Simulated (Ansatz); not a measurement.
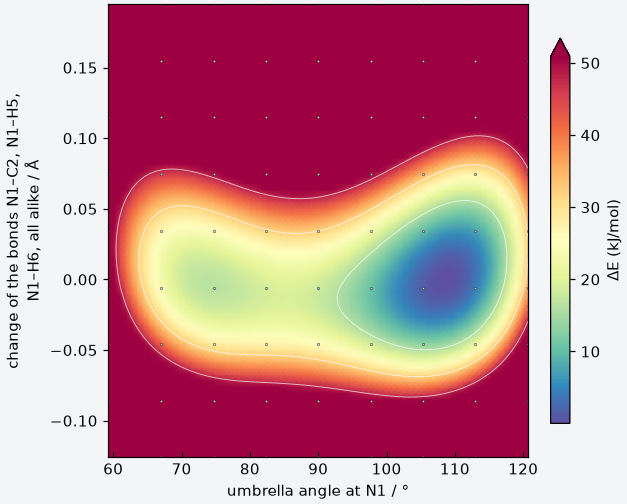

CH₅NO₂, SMILES NC(O)O. 
- First axis: umbrella angle at N1 (between each of its bonds and their common axis; 90 is planar). Second axis: change of the bonds N1–C2, N1–H5, N1–H6, all alike.
- Nothing is relaxed (all other coordinates rigid).
- The scan uses a 9 × 9 grid.
- Points are written as (first, second).
- Energies are in kJ/mol, from the relaxed molecule at the same level.
- Computed with Ansatz 0.2.0, RKS r2SCAN0-D4/def2-TZVP.

Drawn: a smooth colour map with a few white contour lines, dots at the grid points, one colour for all values above the top of the scale. Between grid points the surface is interpolated.

Where is the minimum, and how stiff is the well along each coordinate?

Answer. The interpolated minimum is at the first coordinate ≈ 108.7°, the second coordinate ≈ 0.000 Å. The curvatures there are about 11 eV/rad² and 128 eV/Å², with a cross term of about −10 eV/(rad·Å). Round the minimum the valley is somewhat tilted: raising the first coordinate shifts the best value of the second coordinate upwards (coupling k₁₂/√(k₁₁k₂₂) about −0.3). (1 eV is 96.5 kJ/mol.)
